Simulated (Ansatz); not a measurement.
# What a change does: single-point calculation on CH₆BBrSi

System: CH₆BBrSi.
Method of run 1: RKS SPW92 (LDA)/def2-TZVPP (Ansatz 0.2.0).

The geometry comes from this level: PBE0-D4/def2-TZVP. Text and figures count atoms from 1; the logs count them from 0 in places.

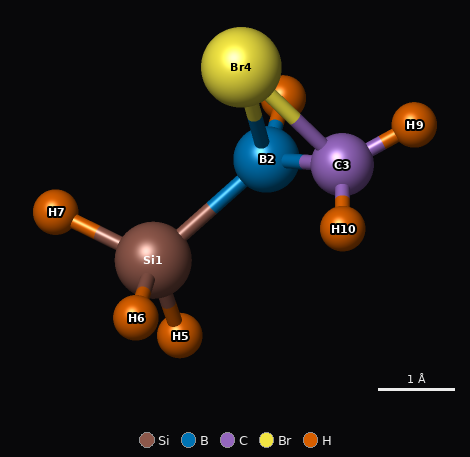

**Figure 1.** The input geometry (ball-and-stick view, seen at a tilt; atoms are numbered from 1 in the order of the input).

**Input, run 1**
```yaml
crystal:
  periodic: [false, false, false]
  atoms:
    - {symbol: Si, position_ang: [-1.499104, 0.166740, -0.374831]}
    - {symbol: B, position_ang: [0.506570, 0.234079, -0.486363]}
    - {symbol: C, position_ang: [1.398286, -0.616069, 0.466067]}
    - {symbol: Br, position_ang: [1.323974, 1.093564, 1.478260]}
    - {symbol: H, position_ang: [-2.030406, -0.658920, -1.500341]}
    - {symbol: H, position_ang: [-1.964003, -0.461788, 0.896329]}
    - {symbol: H, position_ang: [-2.125931, 1.513341, -0.480301]}
    - {symbol: H, position_ang: [1.061410, 0.845749, -1.351469]}
    - {symbol: H, position_ang: [2.444553, -0.797460, 0.237122]}
    - {symbol: H, position_ang: [0.967751, -1.370234, 1.118427]}
basis:
  gaussian: {orbitals: def2-TZVPP}
hamiltonian: {xc: lda}
output: {orbitals: {seedname: orbitals}}
```

Hardware: 4 CPU threads, shared host.

**Output (run 1)**
```
Functional definition: SPW92
  exchange = slater_x
  correlation = pw_c
1367 factors; their error is unknown
mean field evaluation 1: about -79572.4890 eV, gradient 7.8e1 eV
mean field evaluation 2: about -79525.9724 eV, gradient 1.4e2 eV
mean field evaluation 4: about -79587.7708 eV, gradient 8.2e0 eV
mean field evaluation 8: about -79587.9899 eV, gradient 1.4e-1 eV
mean field evaluation 16: about -79587.9401 eV, gradient 8.1e-5 eV
mean field -79587.94008036 eV, -2924.8028513100 hartree, gradient 2.4e-5 eV, S^2 0.000000; 0 other end points of the search recorded, 0 dependent functions left out
reference -79587.94012191 eV, -2924.8028528368 hartree; 33, 33 occupied and 203, 203 virtual orbitals, 1367 factors
Total energy: -79587.94012191 eV, -2924.8028528368 hartree
```

For run 2 the input was changed thus:
```diff
-hamiltonian: {xc: lda}
+hamiltonian: {xc: {name: LC-wPBE}}
```

How does run 2 compare with run 1?

The total energies belong to different methods, so their difference says nothing on which is more stable or more accurate. The HOMO goes from −6.82 to −10.68 eV. The LUMO goes from −2.49 to 1.01 eV.

**Output (run 2)**
```
Functional definition: LC-wPBE
  parameter omega = 0.4/bohr
  exchange = pbe_x_sr(omega) + exact_x_lr(omega)
  correlation = pbe_c
1367 factors; their error is unknown
446 factors; integrals over basis functions are off by at most 2.2e-5 eV
mean field evaluation 1: about -79719.9456 eV, gradient 2.9e1 eV
mean field evaluation 2: about -79720.8598 eV, gradient 2.3e1 eV
mean field evaluation 4: about -79721.9182 eV, gradient 9.0e-1 eV
mean field evaluation 8: about -79721.8704 eV, gradient 4.1e-1 eV
mean field evaluation 16: about -79721.8706 eV, gradient 4.1e-5 eV
mean field -79721.87064161 eV, -2929.7247086543 hartree, gradient 4.1e-5 eV, S^2 0.000000; 0 other end points of the search recorded, 0 dependent functions left out
reference -79721.87064161 eV, -2929.7247086546 hartree; 33, 33 occupied and 203, 203 virtual orbitals, 1367 factors
Total energy: -79721.87064161 eV, -2929.7247086546 hartree
```

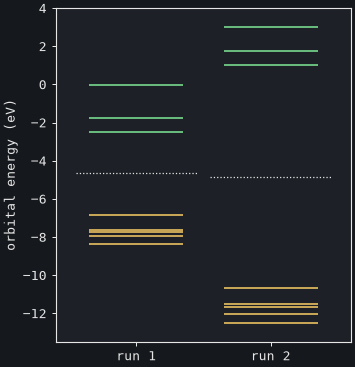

**Figure 2.** The five highest filled and three lowest empty orbital energies of the two runs; the dotted lines part filled from empty levels. The HOMO–LUMO gap is 4.33 eV in run 1 and 11.69 eV in run 2.

**The two runs side by side**

| quantity | run 1 | run 2 |
| --- | --- | --- |
| outcome | converged | converged |
| total energy (hartree) | −2924.802853 | −2929.724709 |
| HOMO (eV) | −6.82 | −10.68 |
| LUMO (eV) | −2.49 | 1.01 |
| basis functions | 236 | 236 |
| wall time (shared host) | 1.3 s | 2.6 s |
